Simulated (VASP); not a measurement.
Band structure of Zn3CdS4 (space group P-43m). Level of theory: r2SCAN meta-GGA, VASP's PBE PAW potentials (set 64) (plane waves; VASP).

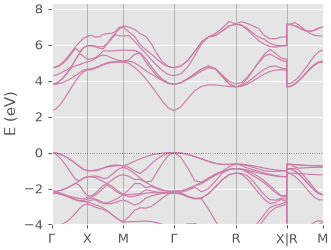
Figure. Bands along high-symmetry lines, zero at the valence-band maximum or, without a gap, the Fermi level

### Question
Read the plot: is there a gap, and where are the band edges?

### Answer
The gap is direct, 2.32 eV, from the valence maximum at Γ to the conduction minimum at Γ.

The structure comes from a computed database's Zn3CdS4 entry (P-43m); how it stands against other phases isn't given here. It was relaxed first.
